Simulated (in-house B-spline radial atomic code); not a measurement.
System: Ce³⁺ (Z = 58, 55 electrons), configuration [Xe] 4f1 (high spin). All runs are scalar-relativistic, spin-polarised and spherical, computed with an in-house B-spline radial code (spin-free X2C). Hartree-Fock is the average over the configuration. Wanted, and plotted below: the eigenvalue (eV) of the 5p down orbital by 5 methods.

The deepest is Hartree-Fock (−51.5) and the shallowest exchange-only LDA (−44.3), a spread of 7.15 eV. In order (eV): Hartree-Fock (−51.5), revTPSS (−45.9), PW91 (−45.8), PBE (−45.7), exchange-only LDA (−44.3). On the whole, exact exchange removes self-interaction and deepens occupied levels.

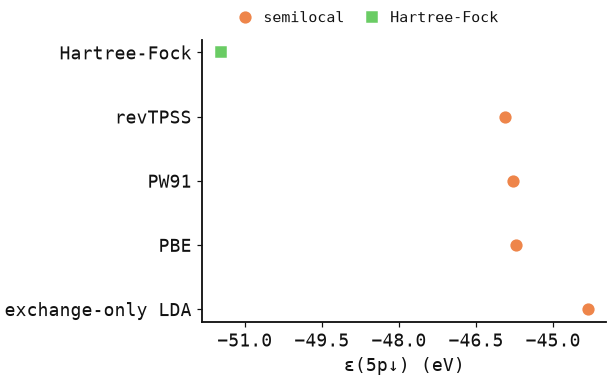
